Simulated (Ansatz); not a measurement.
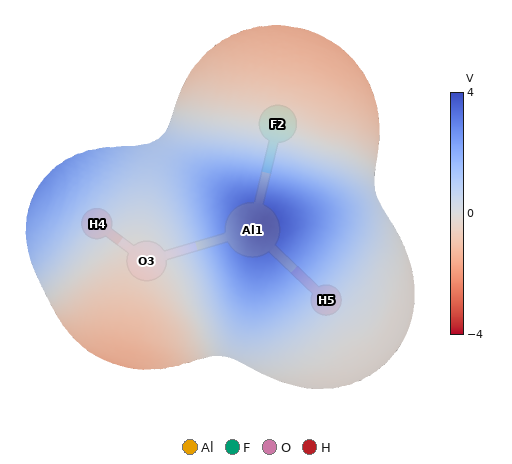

Figure 1: AlFH2O. The electrostatic potential painted on the density surface at 0.002 e/bohr³, seen across its widest extent; the colour scale runs from red (negative) to blue (positive).

These are results of RKS PBE0/def2-SVP in Ansatz, not measurements.

Input file:

```
crystal:
  periodic: [false, false, false]
  atoms:
    - { symbol: Al, position_ang: [0.0, 0.0, 0.0] }
    - { symbol: F, position_ang: [0.0, 0.0, 1.69] }
    - { symbol: O, position_ang: [1.5415, 0.0, -0.89] }
    - { symbol: H, position_ang: [1.8414, -0.9519, -1.0449] }
    - { symbol: H, position_ang: [-1.351, 0.0, -0.78] }
basis:
  gaussian: { orbitals: def2-SVP }
hamiltonian:
  xc: pbe0
relax:
  f_tol: 0.02
  max_steps: 40
output:
  orbitals: {}
```

Run with:

```sh
ansatz run input.yaml --threads 1 --pin off --max-ram 2048MiB --backend cpu --events-out ev --progress --plain --runs-dir out
```

The fields are those of the relaxed geometry.

### Where is the surface potential most negative and most positive?

The most negative region (about −1.4 V, or −32 kcal/mol for a unit charge) lies over F2 and O3, the most positive (about +3.8 V, or +88 kcal/mol for a unit charge) over Al1.
